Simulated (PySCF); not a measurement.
# Cl3HHfO, SMILES `O[Hf](Cl)(Cl)Cl`: electronic structure

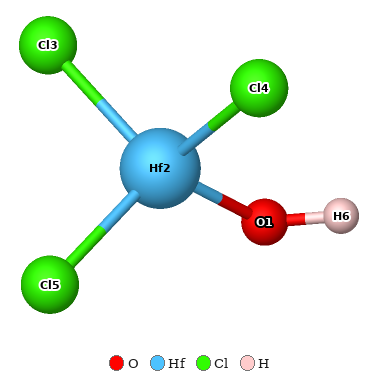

The molecule, with its atoms numbered as below. No frequency check shows the geometry to be a minimum.

Cartesian coordinates (Å):

```
O1      -0.6820   -0.0122    1.9160
Hf2     -0.0200   -0.0013    0.2060
Cl3      1.1918    1.7709   -0.4456
Cl4     -1.9177   -0.0125   -1.0039
Cl5      1.2258   -1.7460   -0.4530
H6      -1.6063   -0.0181    2.1842
```

### 1. Bonding charge

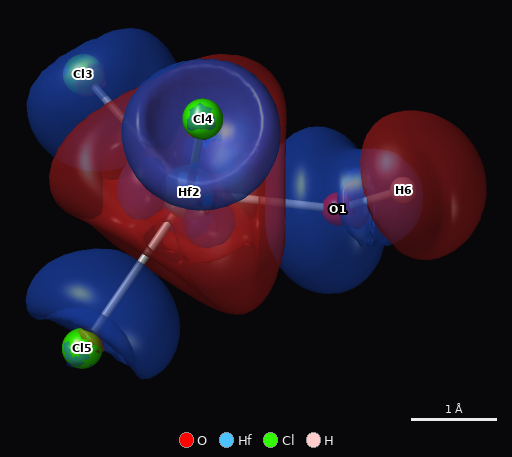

Deformation density (molecule less spherical, spin-averaged free atoms at the same positions), surfaces at ±0.04 e/Å³; blue: gain, red: loss.

Computed with PySCF, B3LYP/def2-SVPD, geometry: GFN2-xTB. Core potentials replace the inner electrons of Hf; spin–orbit coupling isn't included. This is a single-reference result, which may miss multireference character in this system.

> How much density has each bond gained at its critical point, relative to the free atoms?

Hf2–Cl4: +0.08 e/Å³ at the bond critical point (bond length 2.25 Å). Hf2–Cl5 and Hf2–Cl3: +0.08 e/Å³ at the bond critical point (bond length 2.24 Å). O1–Hf2: +0.07 e/Å³ at the bond critical point (bond length 1.83 Å); up to 0.6 Å beside the axis the gain reaches +0.33 e/Å³. In all, 1.5 electrons gather in the regions of gain relative to the promolecule. A small or negative value marks a very polar bond, one between electron-rich atoms, whose free-atom densities already overlap strongly, a long bond to a heavier atom, or a closed-shell contact such as a hydrogen bond.

### 2. Bond critical points

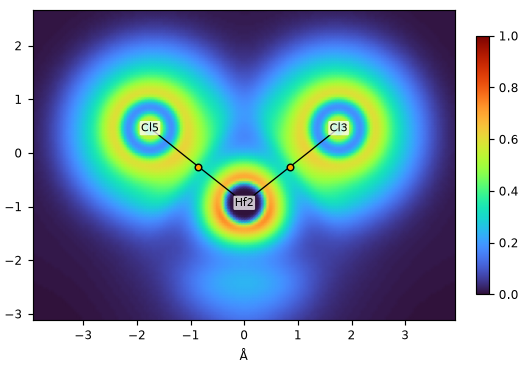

Localised orbital locator (LOL) in the plane of Hf2, Cl3 and Cl5, with bond paths and bond critical points (dots).

> Rank the bonds in the plane by LOL at their critical points.

Hf2–Cl5 and Hf2–Cl3: about 0.38. Values above 0.5 mark slow, localised electrons, as in shared pairs; low values at a critical point mark a polar or closed-shell contact whose critical point lies between the shells.

### 3. Local ionisation energy

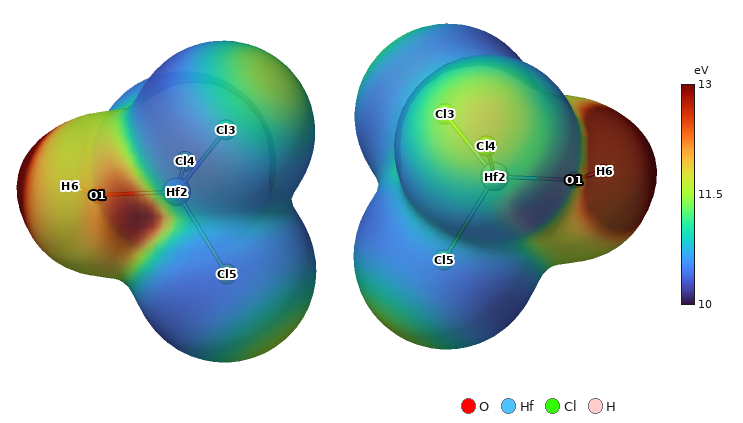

Average local ionisation energy on the surface of electron density 0.001 a.u. (back view left, front view right).

> Where are the most loosely bound electrons on this surface?

The lowest value is 10.3 eV, 2.1 Å from Cl3, and at like points elsewhere. Further minima include 10.4 eV, 2.1 Å from Cl3, and at like points elsewhere; 10.5 eV, 2.1 Å from Cl4, and at like points elsewhere. For comparison, the highest occupied orbital lies at −9.1 eV.

> What volume does the surface enclose, and what is the dipole moment?

About 143 Å³; the dipole moment is 2.4 D.

### 4. In an electric field

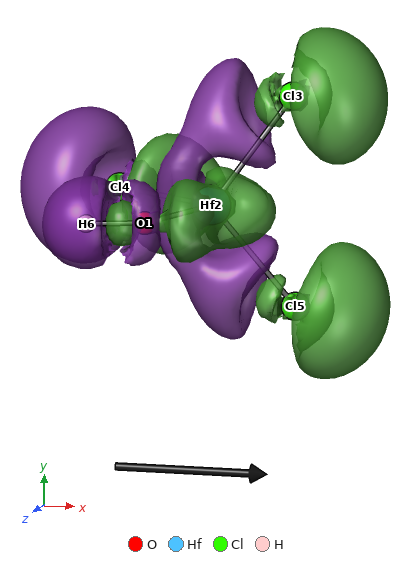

Change of the electron density in a uniform field of 0.21 V/Å along +x (arrow), surfaces at ±0.0015 e/Å³ (purple: gain, green: loss).

PySCF calculation, B3LYP/def2-SVPD, gas phase; geometry: GFN2-xTB. Core potentials replace the inner electrons of Hf; spin–orbit coupling isn't included. This is a single-reference result, which may miss multireference character in this system.

> What dipole is induced, and what polarisability does it imply?

The induced dipole is 0.89 D (along the field); α along this axis, from the fields in both directions, is 87 bohr³ (12.9 Å³).

> Which atoms gain and lose the most charge?

Electrons gather most on Cl4 (Hirshfeld charge changes by −0.021 e) and leave Cl3 and Cl5 alike most (+0.014 e); 0.068 electrons are displaced in all.

### 5. Removing or adding an electron

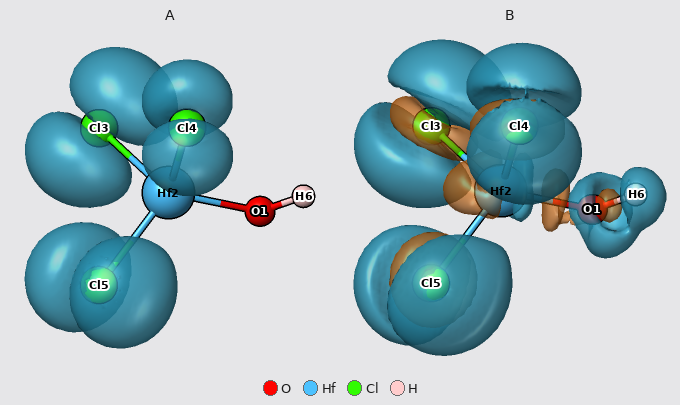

The Fukui function f⁻ from two separate SCF calculations and the density of the HOMO, at ±0.01 e/Å³ (light blue positive, orange negative).

Method: B3LYP/def2-SVPD; geometry: GFN2-xTB; program: PySCF. Core potentials replace the inner electrons of Hf; spin–orbit coupling isn't included. This is a single-reference result, which may miss multireference character in this system.

> Which panel is which, and how good is the frozen-orbital picture?

B is f⁻ (it has negative regions), A the HOMO density. The HOMO lies on Cl3 and Cl5 (39 % each), Cl4 (16 %) and Hf2 (6 %); f⁻ (Hirshfeld-condensed) is largest on Cl3 and Cl5 (0.29 each) and Cl4 (0.24); the vertical ionisation energy is 11.26 eV (the stability of the cation's solution wasn't checked). Relaxation shifts 19 % of the electron between atoms. The orbital energy is −9.13 eV.
